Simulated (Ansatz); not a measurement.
CH5BOSi

Input

```
crystal:
  periodic: [false, false, false]
  atoms:
    - {symbol: O, position_ang: [1.059957, 1.660630, -0.887410]}
    - {symbol: C, position_ang: [0.382859, 0.824095, -1.467684]}
    - {symbol: B, position_ang: [-0.549870, 0.473832, -0.302071]}
    - {symbol: Si, position_ang: [-0.033940, -0.896989, 1.073890]}
    - {symbol: H, position_ang: [0.558734, 0.558867, -2.523881]}
    - {symbol: H, position_ang: [-1.528903, 1.149270, -0.182923]}
    - {symbol: H, position_ang: [-1.009056, -2.021219, 0.959655]}
    - {symbol: H, position_ang: [1.333026, -1.442572, 0.858313]}
    - {symbol: H, position_ang: [-0.124408, -0.352215, 2.455012]}
basis:
  gaussian: {orbitals: def2-TZVPP}
hamiltonian: {xc: pbe0, dispersion: d4}
output: {orbitals: {seedname: orbitals}}
```

Launched as:

```sh
ansatz run in.yaml --threads 2 --pin off --events-out ev --progress --plain --max-ram 4352MiB
```

Geometry: PBE0-D4/def2-TZVP.

Theory: RKS PBE0-D4/def2-TZVPP (Ansatz).

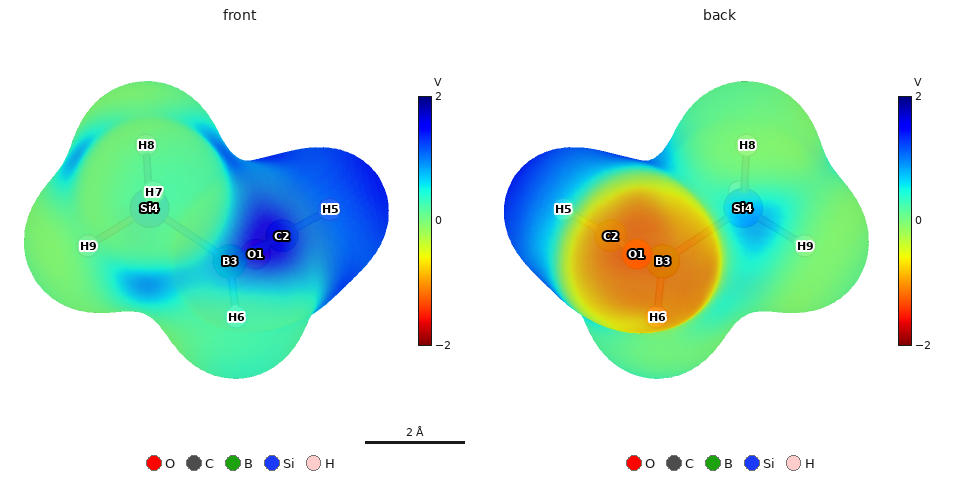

Figure 1. The molecular electrostatic potential painted on the density surface at 0.002 e/bohr³, seen from the front and from behind; the colour scale runs from red (negative) to blue (positive).

Question: Where is the surface potential most negative and most positive?

Answer: The most negative region (about −1.2 V) lies over O1, the most positive (about +1.6 V) over B3. O1 is the likeliest acceptor of a hydrogen bond.

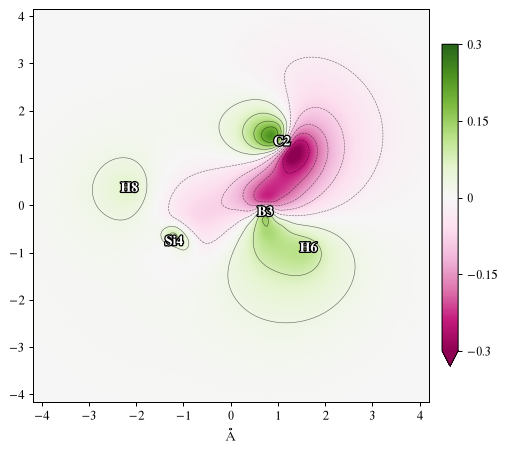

Figure 2. One frontier orbital on the plane of atoms B3, Si4 and H8 (values in Å⁻³ᐟ²; the overall sign is arbitrary).

Question: Which orbital is it: HOMO or LUMO?

Answer: The LUMO, at −1.81 eV. It lies mainly on B3 (about 45 %), Si4 (about 15 %), O1 (about 15 %) and C2 (about 10 %).

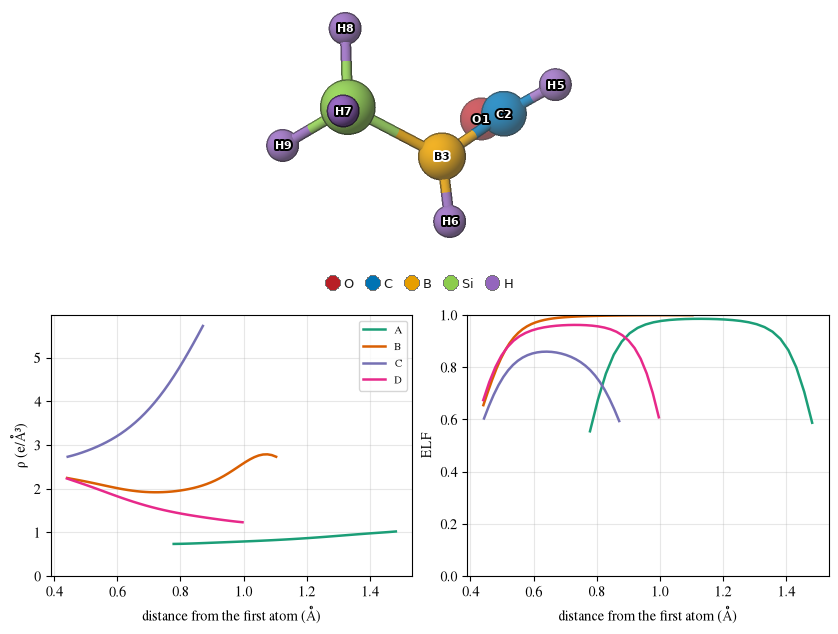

Figure 3. Total electron density and ELF along straight lines between neighbouring atoms. The curves leave out the atomic cores. The structure is drawn too.

Question: Which curve belongs to which contact (C–B, C–H, C–O and Si–B)? The first atom named is at distance zero.

Answer: Curve A: Si–B (2.01 Å): the density is about 0.79 e/Å³ at the midpoint; the ELF peaks at about 1 between the atoms, as expected for a covalent bond. Curve B: C–H (1.10 Å): the density is about 2.1 e/Å³ at the midpoint; the ELF climbs to about 1 towards the hydrogen, as it does in any bond to H (an ordinary covalent bond to hydrogen). Curve C: C–O (1.22 Å): the density is about 3.3 e/Å³ at the midpoint; the ELF peaks at about 0.85 between the atoms (a short, multiple covalent bond). Curve D: C–B (1.53 Å): the density is about 1.5 e/Å³ at the midpoint; the ELF peaks at about 0.95 between the atoms: a covalent bond.
